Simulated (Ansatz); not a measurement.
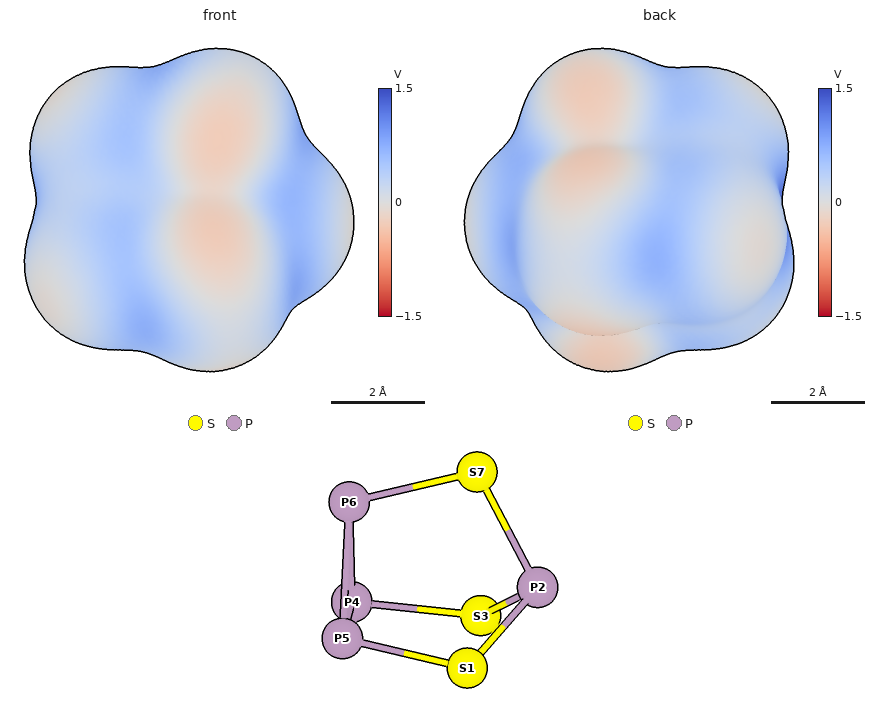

P₄S₃ (SMILES s1p2sp3p1p3s2). The electrostatic potential painted on the density surface at 0.002 e/bohr³, seen from the front and from behind; the colour scale runs from red (negative) to blue (positive). The bare structure is drawn below in the same view.

Geometry: PBE0-D4/def2-TZVP.

Method: RKS PBE0-D4/def2-TZVPP in Ansatz 0.2.0.

```
atom    x (Å)    y (Å)    z (Å)
   S  -1.9666  -0.2412   0.1358
   P  -0.3929  -1.4429   0.8316
   S   0.7373  -1.5921  -0.9306
   P   0.9248   0.4041  -1.5190
   P  -0.9569   1.3441  -0.7769
   P   0.9216   1.5185   0.4131
   S   0.7327   0.0094   1.8459
```

Where is the surface potential most negative and most positive?

Answer. The most negative region (about −0.3 V) lies over S1, S3 and S7, the most positive (about +1.2 V) over P4, P5 and P6.
